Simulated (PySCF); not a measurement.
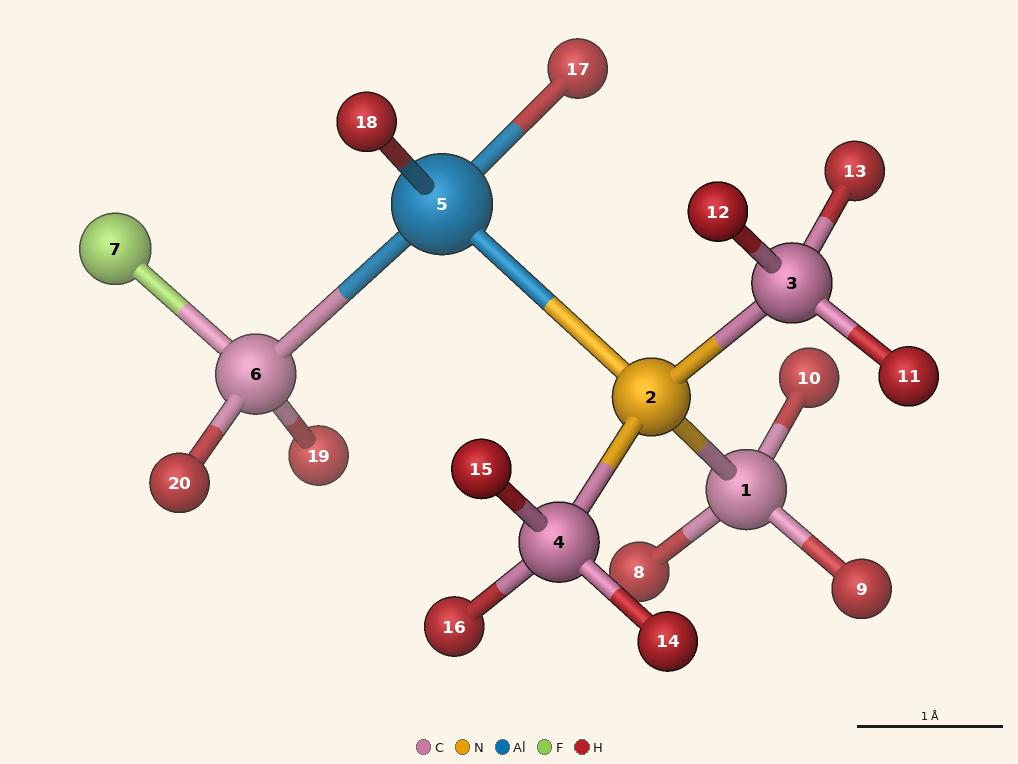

Orthographic view. Depth is shown by fading: the farther an atom, the more it takes the colour of the background. The geometry was computed by an optimisation with PBE0-D3(BJ)/def2-SVP. No frequency run is at hand to confirm it as a minimum.

Write the connection table.

C1: N2, H8, H9, H10
N2: C1, C3, C4, Al5
C3: N2, H11, H12, H13
C4: N2, H14, H15, H16
Al5: N2, C6, H17, H18
C6: Al5, F7, H19, H20
F7: C6
(terminal hydrogens appear only as neighbours)
